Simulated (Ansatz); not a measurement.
**BNH4 (SMILES BN) at CCSD/def2-TZVPP**

What is the electronic atomisation energy of BNH4 at CCSD/def2-TZVPP? 

Program for the calculation: Ansatz 0.2.0.

56 further runs of the same task are left out: 56 set aside as unsound or not needed.

## (1) The system as given

The species is BNH4 (6 atoms), meant as a singlet with charge 0. As SMILES, `BN`. Geometry: relaxed at PBE0-D4/def2-TZVP.

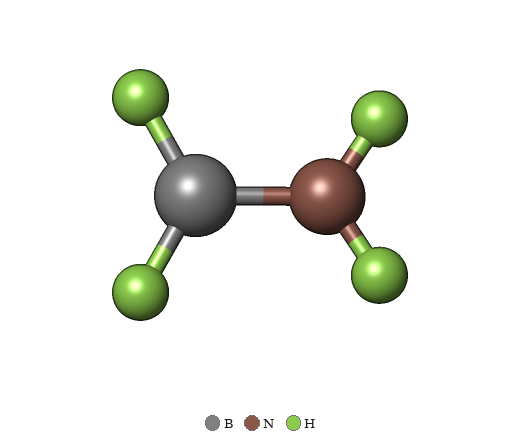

The structure, seen from a chosen angle (boron grey, nitrogen brown, hydrogen green).

## (2) A single-point energy at CCSD/def2-TZVPP

Input file input.yaml:

```yaml
crystal:
  periodic: [false, false, false]
  atoms:
    - {symbol: B, position_ang: [-0.128200, -0.679600, -0.025600]}
    - {symbol: N, position_ang: [0.146100, 0.677400, 0.010800]}
    - {symbol: H, position_ang: [0.225800, -1.368000, 0.887500]}
    - {symbol: H, position_ang: [-0.712000, -1.128700, -0.969200]}
    - {symbol: H, position_ang: [-0.121600, 1.313700, -0.720800]}
    - {symbol: H, position_ang: [0.632000, 1.121400, 0.771300]}
basis:
  gaussian: {orbitals: def2-TZVPP}
correlation: {method: ccsd, frozen_orbitals: {B: 1, H: 0, "N": 1}}
accuracy: high
scf: {omitted_lower_state_checks: [cluster_reference, increment]}
```

On the command line:

```
$ ansatz run input.yaml --threads 1 --pin off --max-ram 3480MiB --events-out events.jsonl --progress --plain --runs-dir runs
```

Standard output:

```text
Warning: RAYON_NUM_THREADS=1 ignored (pool sized by the plan → 1); use --threads N
Functional definition: HF
  name "HF"
  exchange = exact_x
  correlation = 0
these checks for a lower state are left out or cut short: cluster_reference, increment
2045 factors; integrals over basis functions are off by at most 3.0e-9 eV
mean field evaluation 1: about -2216.4406 eV, gradient 3.1e1 eV
mean field evaluation 2: about -2216.4419 eV, gradient 3.1e1 eV
mean field evaluation 4: about -2218.5143 eV, gradient 2.5e0 eV
mean field evaluation 8: about -2218.5354 eV, gradient 2.5e-5 eV
mean field -2218.53538896 eV, -81.5296717671 hartree, gradient 1.4e-8 eV, S^2 0.000000; 0 other end points of the search recorded, 0 dependent functions left out
2 core orbitals not correlated: weight in the atoms' cores, before any rotation towards them, 1.000 or more for the frozen orbitals, at most 0.000 for the correlated occupied ones
reference -2218.53538896 eV, -81.5296717671 hartree; 6, 6 occupied and 110, 110 virtual orbitals, 2045 factors
second order -8.88987178 eV of doubles, -0.00000000 eV of singles
cycle   1  -9.25106053 eV  change   -3.6e-1 eV  update   6.0e-2
cycle   2  -9.48416621 eV  change   -2.3e-1 eV  update   1.8e-2
cycle   3  -9.52510356 eV  change   -4.1e-2 eV  update   9.6e-3
cycle   4  -9.51938477 eV  change    5.7e-3 eV  update   3.2e-3
cycle   5  -9.52020100 eV  change   -8.2e-4 eV  update   1.4e-3
cycle   6  -9.51994807 eV  change    2.5e-4 eV  update   3.1e-4
cycle   7  -9.51989498 eV  change    5.3e-5 eV  update   6.9e-5
cycle   8  -9.51989493 eV  change    4.9e-8 eV  update   2.0e-5
cycle   9  -9.51988743 eV  change    7.5e-6 eV  update   4.4e-6
cycle  10  -9.51988586 eV  change    1.6e-6 eV  update   1.2e-6
cycle  11  -9.51988666 eV  change   -8.0e-7 eV  update   3.5e-7
cycle  12  -9.51988668 eV  change   -2.0e-8 eV  update   1.0e-7
cycle  13  -9.51988680 eV  change   -1.2e-7 eV  update   4.0e-8
cycle  14  -9.51988679 eV  change    6.9e-9 eV  update   2.1e-8
cycle  15  -9.51988664 eV  change    1.5e-7 eV  update   9.0e-8
cycle  16  -9.51988661 eV  change    2.2e-8 eV  update   2.2e-8
cycle  17  -9.51988660 eV  change    1.4e-8 eV  update   5.8e-9
cycle  18  -9.51988660 eV  change    1.4e-9 eV  update   1.8e-9
cycle  19  -9.51988660 eV  change   3.8e-10 eV  update  4.8e-10
Total energy: -2228.05527556 eV, -81.8795211468 hartree
Checks for a lower state left out: cluster_reference, increment
```

Run time: 22 s. Hardware: 1 thread of Arm Neoverse V1, shared host; peak memory 1.2 GiB.

## (3) The B atom at the same level

Input file input.yaml:

```yaml
crystal:
  periodic: [false, false, false]
  atoms:
    - {symbol: B, position_ang: [0.000000, 0.000000, 0.000000]}
basis:
  gaussian:
    orbitals: def2-TZVPP
correlation:
  method: ccsd
  frozen_orbitals: {B: 1}
accuracy: high
scf:
  omitted_lower_state_checks: [cluster_reference, increment]
magnetization:
  spin_polarized: true
  initial_magnetization: 1
```

Run the same way, it converges to -24.59659 Eh (log not shown).

## (4) The H atom: the energy at UHF/def2-TZVPP

Input file in.yaml:

```yaml
crystal:
  periodic: [false, false, false]
  atoms:
    - symbol: H
      position_ang: [0.000000, 0.000000, 0.000000]
basis:
  gaussian:
    orbitals: def2-TZVPP
magnetization:
  spin_polarized: true
  initial_magnetization: 1
hamiltonian:
  xc: hf
accuracy: high
```

On the command line:

```
$ ansatz run in.yaml --threads 1 --pin off --max-ram 3480MiB --events-out events.jsonl --progress --plain --runs-dir runs
```

Standard output:

```text
Warning: RAYON_NUM_THREADS=1 ignored (pool sized by the plan → 1); use --threads N
Functional definition: HF
  name "HF"
  exchange = exact_x
  correlation = 0
92 factors; integrals over basis functions are off by at most 9.3e-10 eV
mean field evaluation 1: about -13.5530 eV, gradient 1.7e0 eV
mean field evaluation 2: about -13.5530 eV, gradient 1.7e0 eV
mean field evaluation 4: about -13.6007 eV, gradient 2.8e-3 eV
mean field evaluation 8: about -13.6005 eV, gradient 2.7e-11 eV
mean field -13.60051839 eV, -0.4998098322 hartree, gradient 8.9e-10 eV, S^2 0.750000; 0 other end points of the search recorded, 0 dependent functions left out
reference -13.60051839 eV, -0.4998098322 hartree; 1, 0 occupied and 13, 14 virtual orbitals, 92 factors
Total energy: -13.60051839 eV, -0.4998098322 hartree
```

Run time: 0.04 s. Hardware: 1 thread of Arm Neoverse V1, shared host.

## (5) The N atom at the same level

Input file run.yaml:

```yaml
crystal:
  periodic: [false, false, false]
  atoms:
    - {symbol: N, position_ang: [0.000000, 0.000000, 0.000000]}
basis:
  gaussian: {orbitals: def2-TZVPP}
magnetization: {spin_polarized: true, initial_magnetization: 3}
correlation: {method: ccsd, frozen_orbitals: {"N": 1}}
accuracy: high
scf: {omitted_lower_state_checks: [cluster_reference, increment]}
```

Run the same way, it converges to -54.51368 Eh (log not shown).

## (6) What came out

At CCSD/def2-TZVPP, 2 core orbitals frozen:

```
                                             quantity         value
                               molecule: total energy  -81.87952 Eh
molecule: correlation energy (2 core orbitals frozen)    -349.8 mEh
                              molecule: T1 diagnostic         0.012
                                 B atom: total energy  -24.59659 Eh
   B atom: correlation energy (1 core orbital frozen)     -64.3 mEh
            B atom: ⟨S²⟩ of the reference determinant         0.761
                                B atom: T1 diagnostic         0.014
                                 H atom: total energy   -0.49981 Eh
                                         H atom: ⟨S²⟩         0.750
                                 N atom: total energy  -54.51368 Eh
   N atom: correlation energy (1 core orbital frozen)    -110.9 mEh
            N atom: ⟨S²⟩ of the reference determinant         3.758
                                N atom: T1 diagnostic         0.006
                        electronic atomisation energy     20.953 eV
```

In words: Taking the molecule apart into free atoms costs 20.95 eV (483 kcal/mol), before zero-point energy and without spin-orbit coupling.
